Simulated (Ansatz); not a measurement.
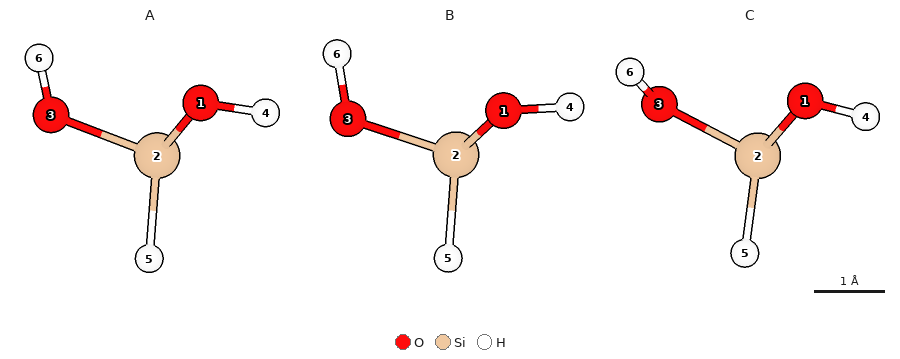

3 geometries from one relaxation of SiH3O2 (multiplicity 2), in shuffled order. The picture is a ball-and-stick view, seen at a tilt.

Computed with Ansatz 0.2.0, UKS PBE0-D4/def2-TZVP. Set-up: force threshold 0.005 eV/Å; at most 200 steps.

Q: Order the frames from highest to lowest energy.

A: C, A, B. They are steps 0, 8, 18, at +7.71 kJ/mol, +2.21 kJ/mol relative to the last. After 14 accepted moves (18 points after the start) the energy has fallen by 7.71 kJ/mol. The largest force component goes from 0.78 to 0.0038 eV/Å. The line search rejected the trial steps at points 4, 6, 10, 15 of the run. H6 moves most after the best rigid fit: 0.42 Å. Largest moves by element: H 0.42 Å, O 0.39 Å, Si 0.10 Å. Among the contacts that change: Si2–H5 1.459 → 1.496 Å, Si2–O3 1.618 → 1.641 Å, O1–H4 0.950 → 0.959 Å, O1–Si2 1.646 → 1.652 Å. Among the angles between lasting bonds that change: O3–Si2–H5 111.5° → 104.2°, Si2–O1–H4 121.0° → 117.1°, O1–Si2–H5 109.3° → 112.0°. Groups turn about Si2–O3 by about 75°, O1–Si2 by about 20°.
